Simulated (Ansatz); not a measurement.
Consider Al3Si2N3.

The calculation's input:

```
crystal:
  lattice:
    - [3.2365580406, 0.0, 0.0]
    - [-1.6182790203, 2.802941484, 0.0]
    - [0.0, 0.0, 11.1214363376]
  atoms:
    - { symbol: Al, position: [0.3333333333, 0.6666666667, 0.5132495837] }
    - { symbol: Al, position: [0.3333333333, 0.6666666667, 0.9610214288] }
    - { symbol: Al, position: [0.6666666667, 0.3333333333, 0.7371226966] }
    - { symbol: Si, position: [0.3333333333, 0.6666666667, 0.1856581445] }
    - { symbol: Si, position: [0.6666666667, 0.3333333333, 0.2977139576] }
    - { symbol: "N", position: [0.6666666667, 0.3333333333, 0.4632301552] }
    - { symbol: "N", position: [0.6666666667, 0.3333333333, 0.9080653983] }
    - { symbol: "N", position: [0.3333333333, 0.6666666667, 0.6839386354] }
basis:
  ecutwfc: 500
kpoints:
  mp_grid: { grid: [12, 12, 4] }
  band_path:
    path:
      - [[0.0, 0.0, 0.0], [0.5, 0.0, 0.0], [0.33333333, 0.33333333, 0.0], [0.0, 0.0, 0.0], [0.0, 0.0, 0.5], [0.5, 0.0, 0.5], [0.33333333, 0.33333333, 0.5], [0.0, 0.0, 0.5]]
      - [[0.5, 0.0, 0.5], [0.5, 0.0, 0.0]]
      - [[0.33333333, 0.33333333, 0.5], [0.33333333, 0.33333333, 0.0]]
    npoints: 14
hamiltonian:
  xc: r2scan
scf:
  occupations: { method: gaussian, width: 0.1 }
  n_extra_bands: 20
output:
  forces: true
  stress: true
  eigenvalues: true
  populations: true
  dos: { projected: true, de: 0.02, nscf_kmesh: { grid: [15, 15, 5] } }
  bader: true
  write_density: true
  write_potential: true
  elf: true
  volumetric_format: npy
```

Launched as:

```sh
ansatz run input.yaml --threads 1 --pin off --max-ram 2560MiB --backend cpu --events-out ev --progress --plain --runs-dir out
```

Below, planes, directions and counts refer to the conventional cell (a = 3.24 Å, b = 3.24 Å, c = 11.12 Å, α = 90.00°, β = 90.00°, γ = 120.00°).

Space group P3m1; a generated structure, not necessarily the stable one; computed pressure about −3 GPa in this cell.

These are results of Ansatz, DFT r2SCAN, scalar-relativistic, plane waves, PAW, not measurements.

### What can the converged valence pseudo-density and electron localisation function tell about the bonding?

Al–N (1.90 Å): the density is about 0.69 e/Å³ at the midpoint; the ELF peaks at about 0.90 in the valence shell of N, 0.8 Å from its nucleus, and is about 0.90 at the midpoint.
Al–Si (2.50 Å): ρ at the midpoint is about 0.42 e/Å³; the ELF peaks at about 1 between the atoms.
Bader's partition of the density gives Al +2.37 to +2.47, Si −0.25 to +0.36 and N −2.47 e.

### Which way does charge flow, and how much by Bader's partition?

Electrons move from Al towards N. Bader charges: Al +2.37 to +2.47, Si −0.25 to +0.36 and N −2.47 e.

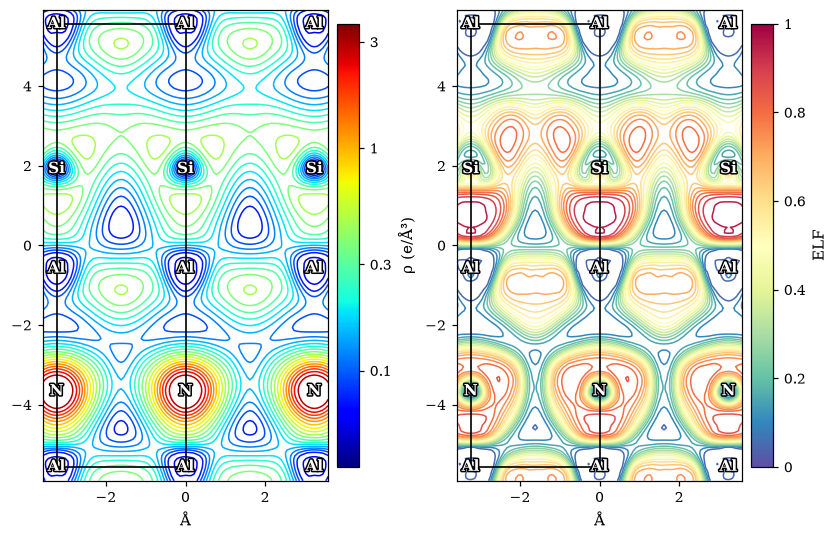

Computed valence pseudo-density and electron localisation function on the (100) plane of the conventional cell, in this order. Atoms just off the plane (Al, 0.9 Å away, Si, 0.9 Å away and N, 0.9 Å away) can leave unmarked features too.

The density is the valence pseudo-density of a PAW calculation; it isn't the true density close to the nuclei.
